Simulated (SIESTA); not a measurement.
How far to go with the cutoff of the real-space grid: VIr3 (P4mm, 4 atoms in the cell)

```
VIr3
1.0
    3.79774     0.00000     0.00000
    0.00000     3.79774     0.00000
    0.00000     0.00000     3.79774
V Ir
1 3
Cartesian
  0.00000   0.00000   0.05000
  1.89887   1.89887   0.00000
  0.00000   1.89887   1.89887
  1.89887   0.00000   1.89887
```

Method: LDA PW92, numerical atomic orbitals DZP, PseudoDojo LDA standard norm-conserving potentials (rewritten from UPF to PSML) (SIESTA).

Base settings: XC.functional = LDA; XC.authors = PW92; potentials = PseudoDojo LDA standard; PAO.BasisSize = DZP; PAO.EnergyShift = 0.01 Ry; MeshCutoff = 300 Ry; kgrid.MonkhorstPack = 3 3 3; OccupationFunction = MP; OccupationMPOrder = 0; ElectronicTemperature = 1160.45 K.

The second cell is the first with its lattice scaled by 0.98.

The mesh stays at the base's, so the ladder's end is converged at best in this setting alone.

Only quantities that move along the ladder and can be compared are tabulated.

The starting cell comes from a database of computed structures (which also holds hypothetical and non-ambient phases and stackings), without a prior relaxation at this level. Its lattice was rescaled by up to half a per cent. One atom was moved a little off its site on purpose. Spin polarisation is off. Values carry the incompleteness of an atom-centred basis. In the base run, with a pressure of about -8 GPa the cell is away from its equilibrium volume at this level. Without a gap this mesh is coarse (it stands for a supercell whose shortest vector is 11 Å).

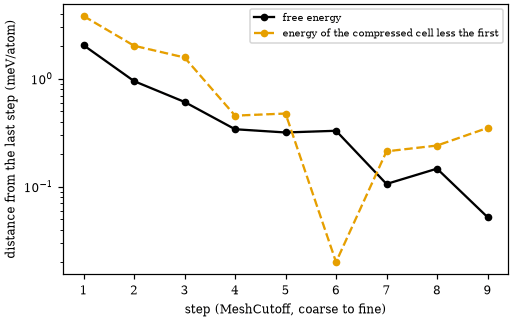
Fig. 1. Distance from the last step along the ladder; very small values are drawn at a floor.

```tsv
MeshCutoff	free energy less the last step's (meV/atom)	energy of the compressed cell less the first (meV/atom)	pressure (GPa)	largest difference of a force vector from the last step's (eV/Å)
105 Ry (110 Ry used)	2.05	14.39	-8.23	0.052
165 Ry (172 Ry used)	0.95	16.18	-8.12	0.015
180 Ry (196 Ry used)	-0.61	19.79	-7.99	0.015
240 Ry (248 Ry used)	0.34	17.76	-7.27	0.009
300 Ry (307 Ry used)	-0.32	18.69	-8.45	0.011
405 Ry (442 Ry used)	-0.33	18.22	-7.48	0.006
450 Ry (479 Ry used)	-0.11	18.00	-7.05	0.004
525 Ry (559 Ry used)	-0.15	17.97	-8.12	0.006
600 Ry (690 Ry used)	0.05	17.86	-8.08	0.006
720 Ry (785 Ry used)	0.00	18.21	-7.32	0.000
```

Coarsest MeshCutoff that holds the free energy within 0.5 meV/atom of the last step, with all finer ones: 240 Ry (248 Ry used); the step before is off by 0.61 meV/atom.

Coarsest MeshCutoff that holds the pressure within 1 GPa: not settled: the last two steps still differ by 0.76 GPa, over half the tolerance, so the ladder does not show it.

Coarsest MeshCutoff that holds the forces within 0.02 eV/Å of the last step, with all finer ones: 165 Ry (172 Ry used); the step before is off by 0.052 eV/Å.

Left out of this page: 7 runs of the series outside the window shown, repeating another row's setting, or not comparable.
